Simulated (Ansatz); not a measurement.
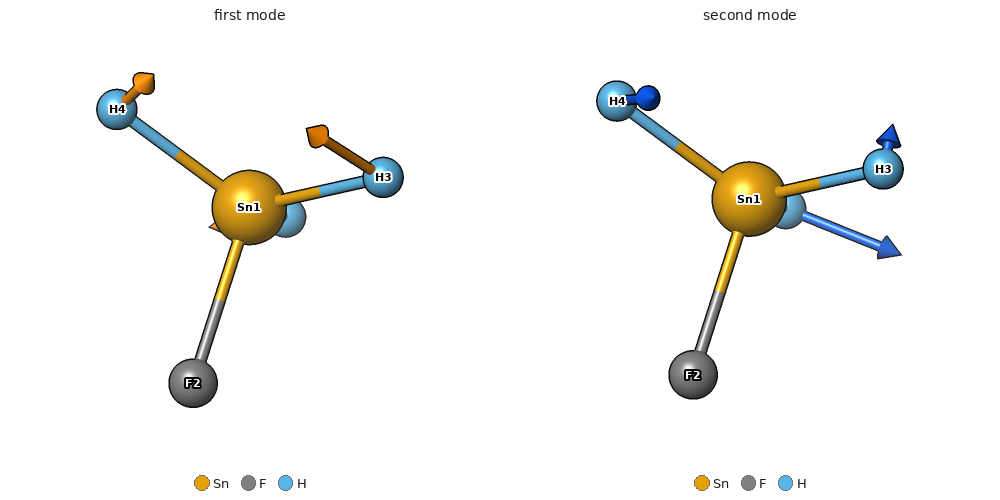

The system is FH₃Sn, charge +1, spin multiplicity 2; the picture shows the reference structure; its two panels give the patterns of the first and the second mode as arrows. Coordinates scanned: (1) normal mode 4 (699 cm⁻¹, of the parent); (2) normal mode 5 (699 cm⁻¹, of the parent). Nothing is relaxed (straight displacements along the two mass-weighted modes). The grid has 15 × 15 points; 120 points were computed and 105 follow by symmetry. Points are written as (first, second). Energies are in kJ/mol, from the ion of charge +1 at the geometry of the relaxed parent of charge +0. Near the degeneracy a single determinant is a rough description. Theory: Ansatz 0.2.0, UKS PBE0-D4/def2-TZVP.

Its coordinates:

```xyz
5

Sn   -0.0007    0.0013   -0.1254
F     0.0104   -0.0186    1.8001
H     1.6413    0.0106   -0.5677
H    -0.8296    1.4275   -0.5388
H    -0.8214   -1.4209   -0.5682
```

Range: normal mode 4 (699 cm⁻¹, of the parent) from −0.635 to 0.635 amu½·Å; normal mode 5 (699 cm⁻¹, of the parent) from −0.635 to 0.635 amu½·Å.

What will the energy surface look like?

The lowest grid point is at (−0.635 amu½·Å, 0.544 amu½·Å), −49.7 kJ/mol from the ion of charge +1 at the geometry of the relaxed parent of charge +0. It lies at the edge of the scanned range, so the true minimum may lie outside. The energy also falls towards the edge at (0.000 amu½·Å, −0.635 amu½·Å) (4.8 kJ/mol above the lowest), where a further well may lie outside the range. The highest grid point, (0.000 amu½·Å, 0.000 amu½·Å), lies 49.7 kJ/mol above the lowest.

| second ↓, first → | −0.635 | −0.544 | −0.453 | −0.363 | −0.272 | −0.181 | −0.091 | 0.000 | 0.091 | 0.181 | 0.272 | 0.363 | 0.453 | 0.544 | 0.635 |
| --- | --- | --- | --- | --- | --- | --- | --- | --- | --- | --- | --- | --- | --- | --- | --- |
| 0.635 | −48.7 | −46.8 | −44.1 | −40.8 | −37.4 | −34.4 | −32.3 | −31.5 | −32.3 | −34.4 | −37.4 | −40.8 | −44.1 | −46.8 | −48.7 |
| 0.544 | −49.7 | −47.5 | −44.4 | −40.7 | −37.0 | −33.7 | −31.4 | −30.5 | −31.4 | −33.7 | −37.0 | −40.7 | −44.4 | −47.5 | −49.7 |
| 0.453 | −49.6 | −47.0 | −43.6 | −39.5 | −35.4 | −31.7 | −29.1 | −28.1 | −29.1 | −31.7 | −35.4 | −39.5 | −43.6 | −47.0 | −49.6 |
| 0.363 | −48.6 | −45.7 | −41.9 | −37.5 | −32.9 | −28.7 | −25.6 | −24.5 | −25.6 | −28.7 | −32.9 | −37.5 | −41.9 | −45.7 | −48.6 |
| 0.272 | −46.9 | −43.7 | −39.5 | −34.7 | −29.6 | −24.8 | −21.2 | −19.8 | −21.2 | −24.8 | −29.6 | −34.7 | −39.5 | −43.7 | −46.9 |
| 0.181 | −44.5 | −41.1 | −36.8 | −31.7 | −26.1 | −20.5 | −15.9 | −14.1 | −15.9 | −20.5 | −26.1 | −31.7 | −36.8 | −41.1 | −44.5 |
| 0.091 | −41.7 | −38.4 | −34.0 | −28.8 | −22.9 | −16.5 | −10.5 | −7.5 | −10.5 | −16.5 | −22.9 | −28.8 | −34.0 | −38.4 | −41.7 |
| 0.000 | −38.8 | −35.8 | −31.7 | −26.7 | −20.9 | −14.4 | −7.4 | 0.0 | −7.4 | −14.4 | −20.9 | −26.7 | −31.7 | −35.8 | −38.8 |
| −0.091 | −36.1 | −33.6 | −30.1 | −25.8 | −20.8 | −15.5 | −10.3 | −7.3 | −10.3 | −15.5 | −20.8 | −25.8 | −30.1 | −33.6 | −36.1 |
| −0.181 | −33.7 | −32.1 | −29.6 | −26.4 | −22.8 | −19.1 | −16.1 | −14.8 | −16.1 | −19.1 | −22.8 | −26.4 | −29.6 | −32.1 | −33.7 |
| −0.272 | −31.9 | −31.4 | −30.2 | −28.3 | −26.2 | −24.1 | −22.6 | −22.0 | −22.6 | −24.1 | −26.2 | −28.3 | −30.2 | −31.4 | −31.9 |
| −0.363 | −30.8 | −31.6 | −31.7 | −31.2 | −30.4 | −29.6 | −28.9 | −28.7 | −28.9 | −29.6 | −30.4 | −31.2 | −31.7 | −31.6 | −30.8 |
| −0.453 | −30.4 | −32.5 | −33.8 | −34.6 | −34.9 | −34.9 | −34.9 | −34.9 | −34.9 | −34.9 | −34.9 | −34.6 | −33.8 | −32.5 | −30.4 |
| −0.544 | −30.4 | −33.7 | −36.2 | −37.9 | −39.1 | −39.8 | −40.2 | −40.3 | −40.2 | −39.8 | −39.1 | −37.9 | −36.2 | −33.7 | −30.4 |
| −0.635 | −30.6 | −34.9 | −38.4 | −40.9 | −42.8 | −44.0 | −44.7 | −44.9 | −44.7 | −44.0 | −42.8 | −40.9 | −38.4 | −34.9 | −30.6 |

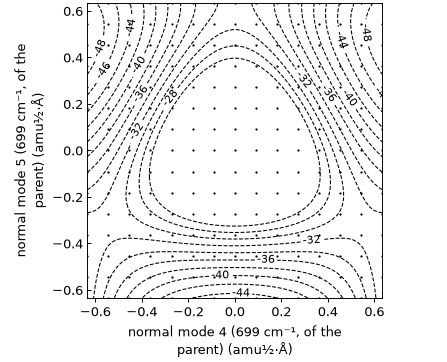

Drawn: contour lines labelled in kJ/mol (none above −26), dots at the grid points. Between grid points the surface is interpolated.

Time for the 120 points that were run: 8 min on 1 thread of Intel(R) Xeon(R) Platinum 8488C (Sapphire Rapids), on a shared host.
